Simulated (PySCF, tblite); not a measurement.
# C₄H₉PSi₂: geometry, infrared bands and NMR shifts

Wanted: the infrared bands and NMR shifts of C₄H₉PSi₂ (`C#C/C([SiH3])=C\[SiH2]P`), by calculation.

Computed with tblite 0.8.0 and PySCF 2.14.0, with density-fitted response routines of our own, on a single molecule in the gas phase. Atoms count from 0, in the outputs and in this text.

### 1 The molecule as given

16 atoms, charge 0, multiplicity 1; geometry from: force field or distance geometry start.

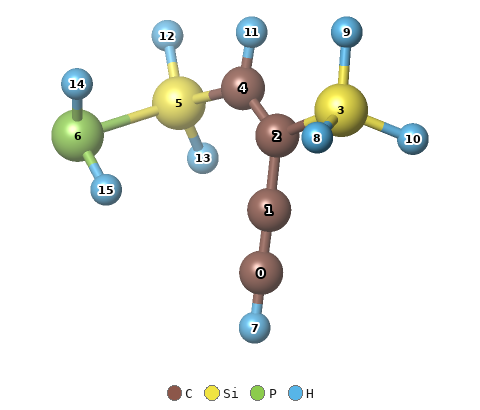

The starting geometry (carbon brown, silicon yellow, phosphorus green, hydrogen blue), atoms numbered; sticks join atoms by distance.

### 2 Geometry optimisation with GFN2-xTB

The job: settings as JSON, then the geometry in Å.

```
{"job": {"kind": "relax", "xc": "GFN2-xTB", "basis": "xTB"}, "charge": 0, "multiplicity": 1}
C     -0.704500    -2.485000    -0.488600
C     -0.783200    -1.296000    -0.292700
C     -0.832700     0.100200    -0.032000
Si    -2.453200     0.886700    -0.563700
C      0.168800     0.796000     0.528800
Si     1.805500     0.208100     1.088900
P      3.058700    -0.155700    -0.708100
H     -0.646300    -3.525900    -0.662900
H     -2.665200     0.697200    -2.012900
H     -2.426200     2.336100    -0.258700
H     -3.590200     0.275200     0.189800
H      0.060400     1.863100     0.690500
H      2.450200     1.272100     1.910400
H      1.703600    -1.034600     1.889800
H      2.723800     1.037400    -1.393600
H      2.123100    -0.965800    -1.383200
```

On the command line:

```bash
$ OMP_NUM_THREADS=1 python probes_run.py task.json out
```

This one command runs all jobs of the session in turn.

**Question.** This job is followed by: GFN2-xTB harmonic vibrations, gas phase; GIAO PBE0/pcSseg-1 NMR shielding, non-relativistic, gas phase. What will the session give for the following? strongest single infrared mode (GFN2-xTB); zero-point energy (GFN2-xTB); 13C shifts against TMS (PBE0/pcSseg-1); 1H shifts against TMS (PBE0/pcSseg-1, means over atoms taken as alike); 29Si shifts against TMS (PBE0/pcSseg-1); 31P shifts against H3PO4 (PBE0/pcSseg-1); surface potential, least and greatest.

As calculated:

```
                                                              quantity                             value
                             strongest single infrared mode (GFN2-xTB)             2259 cm⁻¹, 358 km/mol
                                          zero-point energy (GFN2-xTB)                     61.3 kcal/mol
                                13C shifts against TMS (PBE0/pcSseg-1)     166.7, 145.7, 104.6, 87.5 ppm
1H shifts against TMS (PBE0/pcSseg-1, means over atoms taken as alike)  7.47, 4.56, 4.30, 3.80, 1.45 ppm
                               29Si shifts against TMS (PBE0/pcSseg-1)                  -60.3, -63.2 ppm
                              31P shifts against H3PO4 (PBE0/pcSseg-1)                        -299.6 ppm
                                 surface potential, least and greatest                -0.96 V and 1.46 V
```

In words: Relaxing lowered the energy by 0.164 eV in 87 steps; the close pair that moved most is C4–Si5, from 1.827 to 1.886 Å. All 42 modes are real, so the xTB geometry is a minimum. GFN2-xTB is a fitted tight-binding method: band positions and strengths are rough. Its intensities can rank the bands wrongly. H11 (hydrogen on an alkene CH) lies farthest downfield among hydrogen, at 7.47 ppm; attached to an sp2 carbon and in the plane of the double bond. By nearest atom (PBE0/pcSseg-1), the HOMO sits on P6 39 %; C0, C2, C4 about 11 % each and the LUMO on C2, C4 about 25 % each; C0 13 %.
